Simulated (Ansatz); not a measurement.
# Geometry relaxation of BSiN3H9Cl (part 1 of 2)

- system: BSiN3H9Cl
- method: RKS revPBE/6-31G* (Ansatz 0.2.0)

It belongs to a series of runs on one base structure; here: end point B relaxed. Figures and captions count atoms from 1; the log counts them from 0 in places.

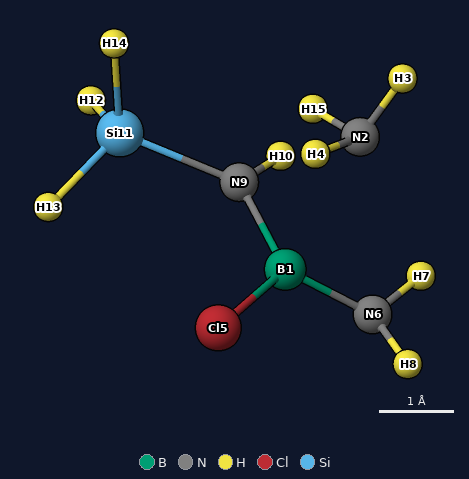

Figure 1. The structure as given in the input (ball-and-stick view, seen at a tilt; atoms are numbered from 1 in the order of the input). Bond lengths as drawn: B–Cl 1.81 Å, B–N 1.42 to 1.50 Å, H–N 1.02 to 1.04 Å, H–Si 1.49 to 1.51 Å and N–Si 1.76 Å.

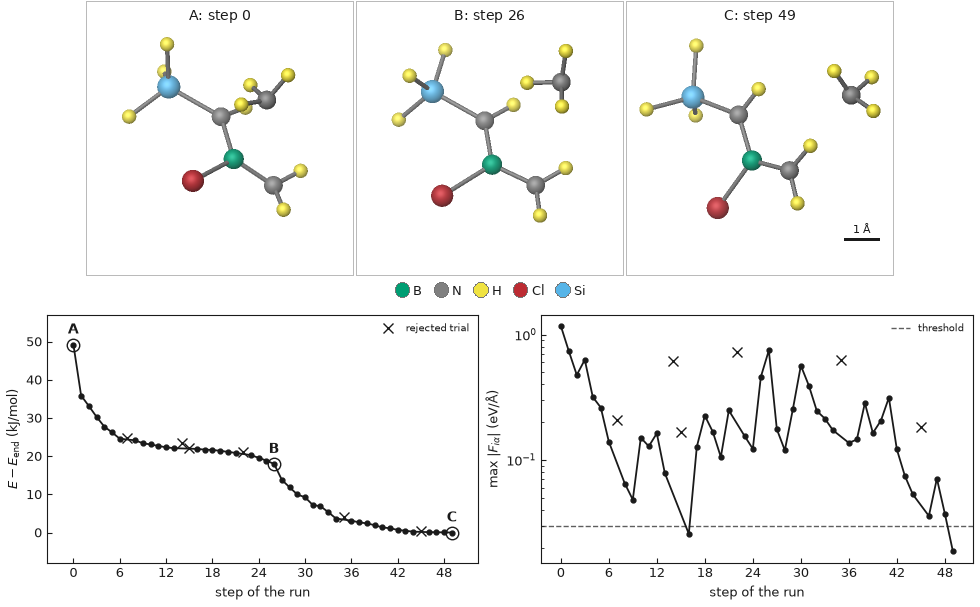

Figure 2. Frames of the relaxation (ball-and-stick view, seen at a tilt) above the curves, on which the letters mark them (the first geometry is step 0 here and step 1 in the log).

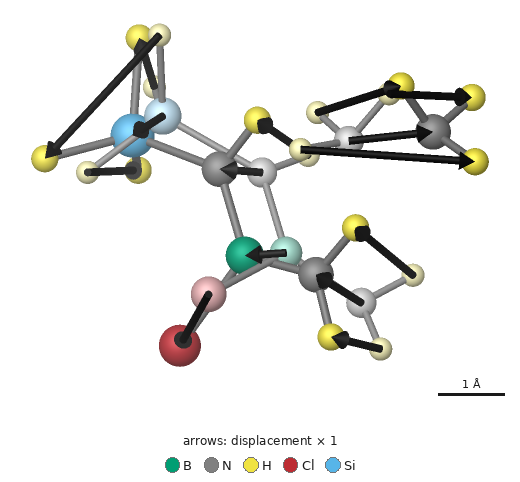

Figure 3. Start (faint) and end (solid) with the displacements as black arrows, at true length (ball-and-stick view, seen at a tilt). The two geometries are laid on each other by the best rigid fit. The atom that moves furthest after the best rigid fit is H14 (2.75 Å). By element the largest moves are H 2.75 Å, Cl 2.19 Å, N 1.31 Å, Si 0.84 Å, B 0.65 Å. Distances before and after: B1–N9 1.503 → 1.442 Å, N2–H15 1.044 → 1.028 Å, N6–H7 1.020 → 1.031 Å, B1–Cl5 1.814 → 1.824 Å. Among the angles that change: H7–N6–H8 111.7° → 115.1°, B1–N6–H7 120.3° → 123.6°, N9–Si11–H12 107.8° → 105.3°. The energy falls by 49.2 kJ/mol in 49 geometry steps. The largest force component goes from 1.2 to 0.019 eV/Å. The line search rejected the trial steps at points 7, 14, 15, 22, 35, 45 (counted from 0) and went back. (Atoms are counted from 1 in the order of the input.)

These pictures come from the run below.

The input:
```yaml
crystal:
  periodic: [false, false, false]
  atoms:
    - { symbol: B, position_ang: [0.208145, -0.570744, -0.180112] }
    - { symbol: "N", position_ang: [-0.660832, 0.532749, 2.196389] }
    - { symbol: H, position_ang: [-1.270267, 0.62727, 3.023552] }
    - { symbol: H, position_ang: [0.130783, 1.170922, 2.364725] }
    - { symbol: Cl, position_ang: [1.492805, 0.707153, -0.262518] }
    - { symbol: "N", position_ang: [-0.949019, -0.425686, -0.988756] }
    - { symbol: H, position_ang: [-1.783285, -0.9798, -0.797745] }
    - { symbol: H, position_ang: [-1.183584, 0.494837, -1.354945] }
    - { symbol: "N", position_ang: [0.494303, -1.812063, 0.617392] }
    - { symbol: H, position_ang: [-0.26738, -2.495224, 0.574909] }
    - { symbol: Si, position_ang: [1.984797, -2.4273, 1.32855] }
    - { symbol: H, position_ang: [2.005527, -3.918926, 1.136527] }
    - { symbol: H, position_ang: [3.184367, -1.808522, 0.690008] }
    - { symbol: H, position_ang: [2.064323, -2.179815, 2.813276] }
    - { symbol: H, position_ang: [-0.249384, -0.425551, 2.248047] }
basis:
  gaussian: { orbitals: "6-31G*" }
hamiltonian:
  xc: revpbe
relax:
  f_tol: 0.03
  max_steps: 50
```

Command:
```bash
ansatz run input.yaml --threads 4 --pin off --max-ram 5120MiB --backend cpu --events-out ev --progress --plain --runs-dir out
```

What the program printed:
```
The last accepted step is kept in [file] (removed where the run ends without a failure and the disk answers)
Engine: ansatz 0.2.0, aarch64-unknown-linux-gnu
Functional definition: revPBE
  parameter kappa = 1.245
  parameter beta = 0.06672455060314922
  exchange = pbe_x(kappa = kappa, mu = beta*pi^2/3)
  correlation = pbe_c(beta = beta)
1522 factors; their error is unknown
mean field evaluation 1: about -25673.3940 eV, gradient 9.2e1 eV
mean field evaluation 2: about -25627.4997 eV, gradient 1.6e2 eV
mean field evaluation 4: about -25689.6028 eV, gradient 1.3e1 eV
mean field evaluation 8: about -25689.9527 eV, gradient 3.7e-1 eV
mean field evaluation 16: about -25689.8663 eV, gradient 5.0e-4 eV
mean field -25689.86633067 eV, -944.0851744353 hartree, gradient 2.8e-5 eV, S^2 0.000000; 0 other end points of the search recorded, 0 dependent functions left out
the calculation of the forces begins
reference -25689.86637857 eV, -944.0851761958 hartree; 33, 33 occupied and 83, 83 virtual orbitals, 1522 factors
relax step   1: F+E_penalty+E_count = -25689.86633067 eV  Δ(F+E_penalty+E_count) = +0.000e0 eV  max|allowed force component| = 1.176e0 eV/Å  Δτ_max = 0.0000 Å  (29 SCF iters, accepted)
these checks for a lower state are left out or cut short: starts, cluster_reference, orbital_swaps, neighbouring_geometries, increment
1522 factors; their error is unknown
mean field -25690.00474152 eV, -944.0902609404 hartree, gradient 1.2e-5 eV, S^2 0.000000; 0 other end points of the search recorded, 0 dependent functions left out
[... from here on the field's lines of each further geometry are left out, up to the last ...]
relax step   2: F+E_penalty+E_count = -25690.00474152 eV  Δ(F+E_penalty+E_count) = -1.384e-1 eV  max|allowed force component| = 7.397e-1 eV/Å  Δτ_max = 0.1949 Å  (30 SCF iters, accepted)
relax step   3: F+E_penalty+E_count = -25690.03302335 eV  Δ(F+E_penalty+E_count) = -2.828e-2 eV  max|allowed force component| = 4.764e-1 eV/Å  Δτ_max = 0.2000 Å  (29 SCF iters, accepted)
relax step   4: F+E_penalty+E_count = -25690.06243390 eV  Δ(F+E_penalty+E_count) = -2.941e-2 eV  max|allowed force component| = 6.295e-1 eV/Å  Δτ_max = 0.1957 Å  (28 SCF iters, accepted)
relax step   5: F+E_penalty+E_count = -25690.08890325 eV  Δ(F+E_penalty+E_count) = -2.647e-2 eV  max|allowed force component| = 3.179e-1 eV/Å  Δτ_max = 0.2000 Å  (28 SCF iters, accepted)
relax step   6: F+E_penalty+E_count = -25690.10458050 eV  Δ(F+E_penalty+E_count) = -1.568e-2 eV  max|allowed force component| = 2.619e-1 eV/Å  Δτ_max = 0.2000 Å  (29 SCF iters, accepted)
relax step   7: F+E_penalty+E_count = -25690.12166641 eV  Δ(F+E_penalty+E_count) = -1.709e-2 eV  max|allowed force component| = 1.402e-1 eV/Å  Δτ_max = 0.2000 Å  (28 SCF iters, accepted)
relax step   8: F+E_penalty+E_count = -25690.12005941 eV  Δ(F+E_penalty+E_count) = +1.607e-3 eV  max|allowed force component| = 2.084e-1 eV/Å  Δτ_max = 0.0397 Å  (31 SCF iters, rejected (line search))
relax step   9: F+E_penalty+E_count = -25690.12621514 eV  Δ(F+E_penalty+E_count) = -4.549e-3 eV  max|allowed force component| = 6.486e-2 eV/Å  Δτ_max = 0.0193 Å  (32 SCF iters, accepted)
relax step  10: F+E_penalty+E_count = -25690.13416857 eV  Δ(F+E_penalty+E_count) = -7.953e-3 eV  max|allowed force component| = 4.825e-2 eV/Å  Δτ_max = 0.0944 Å  (29 SCF iters, accepted)
relax step  11: F+E_penalty+E_count = -25690.13734060 eV  Δ(F+E_penalty+E_count) = -3.172e-3 eV  max|allowed force component| = 1.504e-1 eV/Å  Δτ_max = 0.1463 Å  (29 SCF iters, accepted)
relax step  12: F+E_penalty+E_count = -25690.14138759 eV  Δ(F+E_penalty+E_count) = -4.047e-3 eV  max|allowed force component| = 1.285e-1 eV/Å  Δτ_max = 0.0627 Å  (30 SCF iters, accepted)
relax step  13: F+E_penalty+E_count = -25690.14503797 eV  Δ(F+E_penalty+E_count) = -3.650e-3 eV  max|allowed force component| = 1.630e-1 eV/Å  Δτ_max = 0.0881 Å  (29 SCF iters, accepted)
relax step  14: F+E_penalty+E_count = -25690.14744505 eV  Δ(F+E_penalty+E_count) = -2.407e-3 eV  max|allowed force component| = 7.859e-2 eV/Å  Δτ_max = 0.0957 Å  (28 SCF iters, accepted)
relax step  15: F+E_penalty+E_count = -25690.13370500 eV  Δ(F+E_penalty+E_count) = +1.374e-2 eV  max|allowed force component| = 6.178e-1 eV/Å  Δτ_max = 0.1992 Å  (28 SCF iters, rejected (line search))
relax step  16: F+E_penalty+E_count = -25690.14706684 eV  Δ(F+E_penalty+E_count) = +3.782e-4 eV  max|allowed force component| = 1.667e-1 eV/Å  Δτ_max = 0.0640 Å  (29 SCF iters, rejected (line search))
relax step  17: F+E_penalty+E_count = -25690.14941264 eV  Δ(F+E_penalty+E_count) = -1.968e-3 eV  max|allowed force component| = 2.573e-2 eV/Å  Δτ_max = 0.0315 Å  (30 SCF iters, accepted)
relax step  18: F+E_penalty+E_count = -25690.15130872 eV  Δ(F+E_penalty+E_count) = -1.896e-3 eV  max|allowed force component| = 1.274e-1 eV/Å  Δτ_max = 0.0975 Å  (29 SCF iters, accepted)
relax step  19: F+E_penalty+E_count = -25690.15231740 eV  Δ(F+E_penalty+E_count) = -1.009e-3 eV  max|allowed force component| = 2.257e-1 eV/Å  Δτ_max = 0.0912 Å  (29 SCF iters, accepted)
relax step  20: F+E_penalty+E_count = -25690.15449369 eV  Δ(F+E_penalty+E_count) = -2.176e-3 eV  max|allowed force component| = 1.675e-1 eV/Å  Δτ_max = 0.0621 Å  (30 SCF iters, accepted)
relax step  21: F+E_penalty+E_count = -25690.15751199 eV  Δ(F+E_penalty+E_count) = -3.018e-3 eV  max|allowed force component| = 1.055e-1 eV/Å  Δτ_max = 0.0734 Å  (30 SCF iters, accepted)
relax step  22: F+E_penalty+E_count = -25690.16018501 eV  Δ(F+E_penalty+E_count) = -2.673e-3 eV  max|allowed force component| = 2.484e-1 eV/Å  Δτ_max = 0.0862 Å  (29 SCF iters, accepted)
relax step  23: F+E_penalty+E_count = -25690.15916244 eV  Δ(F+E_penalty+E_count) = +1.023e-3 eV  max|allowed force component| = 7.200e-1 eV/Å  Δτ_max = 0.1985 Å  (29 SCF iters, rejected (line search))
relax step  24: F+E_penalty+E_count = -25690.16633111 eV  Δ(F+E_penalty+E_count) = -6.146e-3 eV  max|allowed force component| = 1.541e-1 eV/Å  Δτ_max = 0.0992 Å  (29 SCF iters, accepted)
relax step  25: F+E_penalty+E_count = -25690.17374785 eV  Δ(F+E_penalty+E_count) = -7.417e-3 eV  max|allowed force component| = 1.226e-1 eV/Å  Δτ_max = 0.0977 Å  (29 SCF iters, accepted)
relax step  26: F+E_penalty+E_count = -25690.18109152 eV  Δ(F+E_penalty+E_count) = -7.344e-3 eV  max|allowed force component| = 4.595e-1 eV/Å  Δτ_max = 0.1453 Å  (29 SCF iters, accepted)
relax step  27: F+E_penalty+E_count = -25690.19041089 eV  Δ(F+E_penalty+E_count) = -9.319e-3 eV  max|allowed force component| = 7.484e-1 eV/Å  Δτ_max = 0.1954 Å  (28 SCF iters, accepted)
relax step  28: F+E_penalty+E_count = -25690.23365674 eV  Δ(F+E_penalty+E_count) = -4.325e-2 eV  max|allowed force component| = 1.757e-1 eV/Å  Δτ_max = 0.2000 Å  (28 SCF iters, accepted)
relax step  29: F+E_penalty+E_count = -25690.25362709 eV  Δ(F+E_penalty+E_count) = -1.997e-2 eV  max|allowed force component| = 1.194e-1 eV/Å  Δτ_max = 0.1535 Å  (28 SCF iters, accepted)
relax step  30: F+E_penalty+E_count = -25690.27309651 eV  Δ(F+E_penalty+E_count) = -1.947e-2 eV  max|allowed force component| = 2.534e-1 eV/Å  Δτ_max = 0.1939 Å  (28 SCF iters, accepted)
relax step  31: F+E_penalty+E_count = -25690.28062739 eV  Δ(F+E_penalty+E_count) = -7.531e-3 eV  max|allowed force component| = 5.662e-1 eV/Å  Δτ_max = 0.1950 Å  (29 SCF iters, accepted)
relax step  32: F+E_penalty+E_count = -25690.30151780 eV  Δ(F+E_penalty+E_count) = -2.089e-2 eV  max|allowed force component| = 3.919e-1 eV/Å  Δτ_max = 0.2000 Å  (28 SCF iters, accepted)
relax step  33: F+E_penalty+E_count = -25690.30507337 eV  Δ(F+E_penalty+E_count) = -3.556e-3 eV  max|allowed force component| = 2.458e-1 eV/Å  Δτ_max = 0.1421 Å  (30 SCF iters, accepted)
relax step  34: F+E_penalty+E_count = -25690.32081030 eV  Δ(F+E_penalty+E_count) = -1.574e-2 eV  max|allowed force component| = 2.139e-1 eV/Å  Δτ_max = 0.1996 Å  (29 SCF iters, accepted)
relax step  35: F+E_penalty+E_count = -25690.33828676 eV  Δ(F+E_penalty+E_count) = -1.748e-2 eV  max|allowed force component| = 1.728e-1 eV/Å  Δτ_max = 0.1577 Å  (29 SCF iters, accepted)
relax step  36: F+E_penalty+E_count = -25690.33392564 eV  Δ(F+E_penalty+E_count) = +4.361e-3 eV  max|allowed force component| = 6.219e-1 eV/Å  Δτ_max = 0.1955 Å  (28 SCF iters, rejected (line search))
relax step  37: F+E_penalty+E_count = -25690.34409505 eV  Δ(F+E_penalty+E_count) = -5.808e-3 eV  max|allowed force component| = 1.368e-1 eV/Å  Δτ_max = 0.0976 Å  (29 SCF iters, accepted)
relax step  38: F+E_penalty+E_count = -25690.34868751 eV  Δ(F+E_penalty+E_count) = -4.592e-3 eV  max|allowed force component| = 1.456e-1 eV/Å  Δτ_max = 0.0994 Å  (30 SCF iters, accepted)
relax step  39: F+E_penalty+E_count = -25690.35147747 eV  Δ(F+E_penalty+E_count) = -2.790e-3 eV  max|allowed force component| = 2.840e-1 eV/Å  Δτ_max = 0.1450 Å  (29 SCF iters, accepted)
relax step  40: F+E_penalty+E_count = -25690.35628311 eV  Δ(F+E_penalty+E_count) = -4.806e-3 eV  max|allowed force component| = 1.642e-1 eV/Å  Δτ_max = 0.0620 Å  (30 SCF iters, accepted)
relax step  41: F+E_penalty+E_count = -25690.36235181 eV  Δ(F+E_penalty+E_count) = -6.069e-3 eV  max|allowed force component| = 2.056e-1 eV/Å  Δτ_max = 0.1797 Å  (29 SCF iters, accepted)
relax step  42: F+E_penalty+E_count = -25690.36470607 eV  Δ(F+E_penalty+E_count) = -2.354e-3 eV  max|allowed force component| = 3.138e-1 eV/Å  Δτ_max = 0.1580 Å  (29 SCF iters, accepted)
relax step  43: F+E_penalty+E_count = -25690.36912741 eV  Δ(F+E_penalty+E_count) = -4.421e-3 eV  max|allowed force component| = 1.212e-1 eV/Å  Δτ_max = 0.0335 Å  (31 SCF iters, accepted)
relax step  44: F+E_penalty+E_count = -25690.37154707 eV  Δ(F+E_penalty+E_count) = -2.420e-3 eV  max|allowed force component| = 7.463e-2 eV/Å  Δτ_max = 0.0530 Å  (30 SCF iters, accepted)
```
